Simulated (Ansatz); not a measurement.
C₂OF: several calculations on one system

## 1. Relaxation

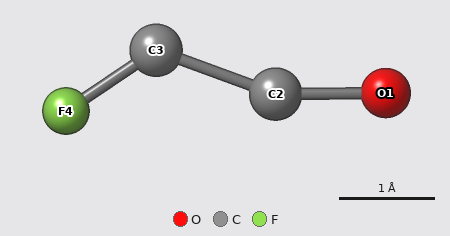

Starting structure of C2OF (multiplicity 2). The picture is a ball-and-stick view, seen at a tilt.

The calculation used UKS PBE0-D4/def2-TZVP in Ansatz 0.2.0.

Input
```yaml
crystal:
  periodic: [false, false, false]
  atoms:
    - {symbol: O, position_ang: [0.960570, -0.789725, 1.257720]}
    - {symbol: C, position_ang: [0.306051, -0.300645, 0.434766]}
    - {symbol: C, position_ang: [-0.096018, 0.591066, -0.481219]}
    - {symbol: F, position_ang: [-1.041595, 0.510321, -1.123621]}
basis:
  gaussian: {orbitals: def2-TZVP}
magnetization: {spin_polarized: true, initial_magnetization: 1}
hamiltonian: {xc: pbe0, dispersion: d4}
relax: {f_tol: 0.005, max_steps: 200, constraints: [{distance: [2, 3]}]}
```

Q: Predict the outcome.

A: After 5 accepted moves (6 points after the start) the energy has fallen by 0.057 eV. The largest force component goes from 0.55 to 0.0021 eV/Å. The line search rejected the trial step at point 3 of the run. The largest move after the best rigid fit is that of F4, 0.080 Å. By element the largest moves are F 0.080 Å, C 0.072 Å, O 0.050 Å. Among the contacts that change: C2–C3 1.340 → 1.328 Å, O1–C2 1.160 → 1.171 Å. Among the angles between lasting bonds that change: C2–C3–F4 125.7° → 134.7°. The run took roughly 40 core-seconds on a shared host.

The structure at the end:

```xyz
4

O     1.0027   -0.7680    1.2737
C     0.2979   -0.3290    0.4484
C    -0.1329    0.5313   -0.4669
F    -1.0387    0.5767   -1.1675
```

The end point in the same view:

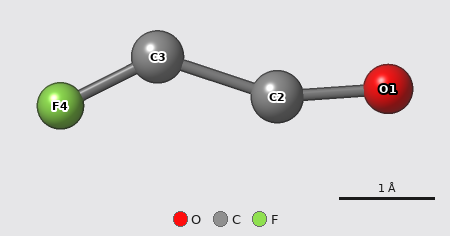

## 2. Relaxation

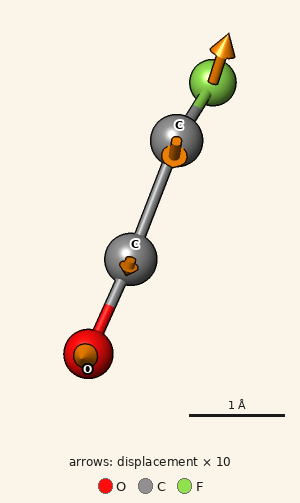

This is a constrained relaxation of C2OF (multiplicity 2). The starting structure is drawn; orange arrows show the displacements, magnified 10 times. The two geometries are superimposed by the best rigid fit.

Style: ball-and-stick. Shown from a free direction.

These are results of UKS PBE0-D4/def2-TZVP in Ansatz 0.2.0, not measurements.

Input file:
```yaml
crystal:
  periodic: [false, false, false]
  atoms:
    - {symbol: O, position_ang: [0.960570, -0.789725, 1.257720]}
    - {symbol: C, position_ang: [0.306051, -0.300645, 0.434766]}
    - {symbol: C, position_ang: [-0.096018, 0.591066, -0.481219]}
    - {symbol: F, position_ang: [-1.078725, 0.507150, -1.148847]}
basis:
  gaussian: {orbitals: def2-TZVP}
magnetization: {spin_polarized: true, initial_magnetization: 1}
hamiltonian: {xc: pbe0, dispersion: d4}
relax: {f_tol: 0.005, max_steps: 200, constraints: [{distance: [2, 3]}]}
```

**What did the optimiser do to the structure, and how much energy did it gain?**

The energy falls by 2.81 kJ/mol in 5 accepted moves (6 points after the start). Largest force component: 0.36 eV/Å at the start, 0.00054 eV/Å at the end. The line search rejected the trial step at point 3 of the run. F4 moves most after the best rigid fit: 0.060 Å. By element the largest moves are F 0.060 Å, C 0.054 Å, O 0.037 Å. Near-neighbour distances that change, for instance: C2–C3 1.340 → 1.330 Å, O1–C2 1.160 → 1.167 Å. Bond angles that change, for instance: C2–C3–F4 125.7° → 132.4°.

## 3. Scan

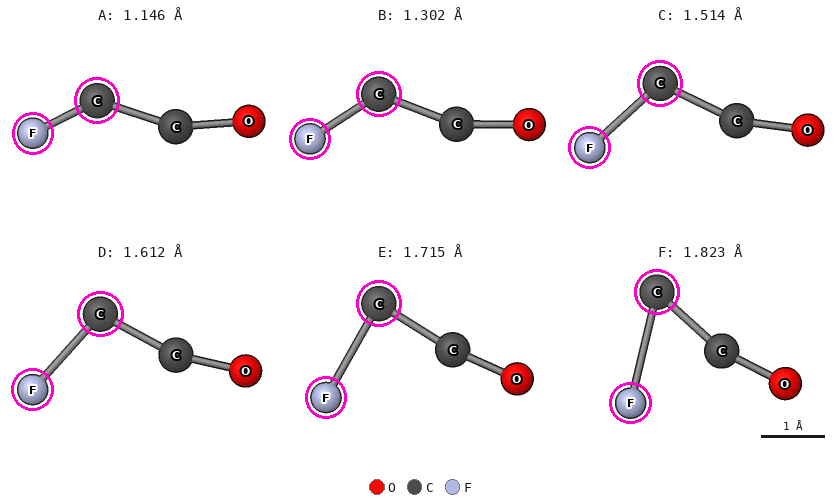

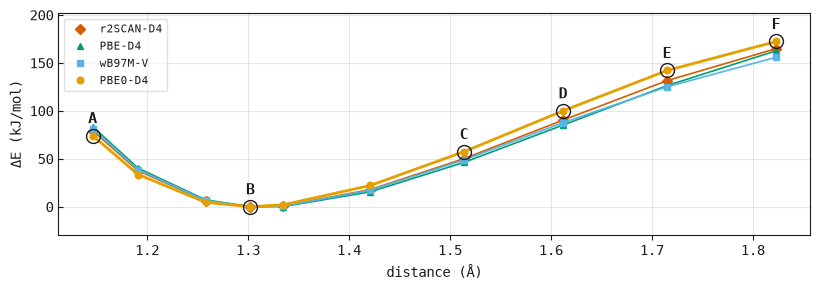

A scan of C₂OF (multiplicity 2): the C–F bond length is varied, with all other coordinates relaxed. The lettered frames are marked on the plot, at the values of PBE0-D4. The picture is a ball-and-stick view, seen face on. The ringed atoms are those of the scanned coordinate.

Levels of theory: PBE0-D4, wB97M-V, PBE-D4, r2SCAN-D4 (def2-TZVPP, Ansatz), on geometries relaxed under the constraint at PBE0-D4/def2-TZVP. Energies are counted from the PBE0-D4/def2-TZVP minimum geometry at the same level.

> What does the scan show?

With PBE0-D4: of the computed points the lowest is at the distance 1.302 Å, 0.0 kJ/mol. At the ends of the scan the energy is 74.2 kJ/mol (1.146 Å) and 172.3 kJ/mol (1.823 Å). The curvature at the lowest point is about 45 eV/Å² (7.2 mdyn/Å). The well is steeper on the short side, as for any bond. At 1.823 Å the levels give wB97M-V 155.9 kJ/mol, PBE-D4 162.7 kJ/mol, r2SCAN-D4 164.9 kJ/mol, PBE0-D4 172.3 kJ/mol.

## 4. Scan

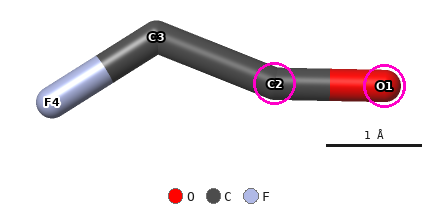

A scan of C₂OF (multiplicity 2): the O1–C2 distance is varied, with the rest of the molecule carried along rigidly. The picture shows the minimum geometry. The ringed atoms are those of the scanned coordinate. The picture is a stick view, seen face on.

Computed with Ansatz: wB97M-V, PBE0-D4, r2SCAN-D4, CCSD(T), basis def2-TZVPP, on geometries moved rigidly from the minimum at PBE0-D4/def2-TZVP. Coupled cluster with a frozen core. Energies are counted from the PBE0-D4/def2-TZVP minimum geometry at the same level.

```xyz
4

O     0.9606   -0.7897    1.2577
C     0.3061   -0.3006    0.4348
C    -0.0960    0.5911   -0.4812
F    -1.1706    0.4993   -1.2113
```

**What energies does the calculation give (the distance: 1.044, 1.067, 1.101, 1.141, 1.160, 1.185, 1.233, 1.283, 1.336, 1.392 Å)?**

Energies in eV.

```tsv
distance (Å)	wB97M-V	PBE0-D4	r2SCAN-D4	CCSD(T)
1.044	0.887	0.893	0.966	0.987
1.067	0.536	0.541	0.600	0.612
1.101	0.197	0.199	0.237	0.237
1.141	0.017	0.018	0.030	0.029
1.160	0.000	0.000	0.000	0.000
1.185	0.032	0.030	0.014	0.015
1.233	0.232	0.229	0.181	0.184
1.283	0.584	0.578	0.498	0.508
1.336	1.061	1.052	0.939	0.956
1.392	1.631	1.619	1.474	1.494
```

With wB97M-V: of the computed points the lowest is at the distance 1.160 Å, 0.000 eV. The curvature at the lowest point is about 100 eV/Å² (16 mdyn/Å). The well is steeper on the short side, as for any bond. At 1.392 Å the levels give r2SCAN-D4 1.474 eV, CCSD(T) 1.494 eV, PBE0-D4 1.619 eV, wB97M-V 1.631 eV. Closest to CCSD(T) there is r2SCAN-D4. The T1 diagnostic reaches 0.084, so the single-reference result is less sure there.

The computed profile:

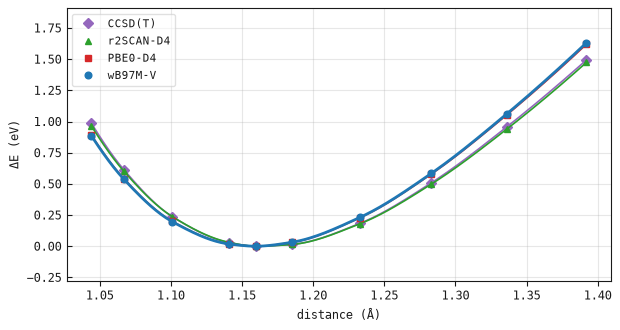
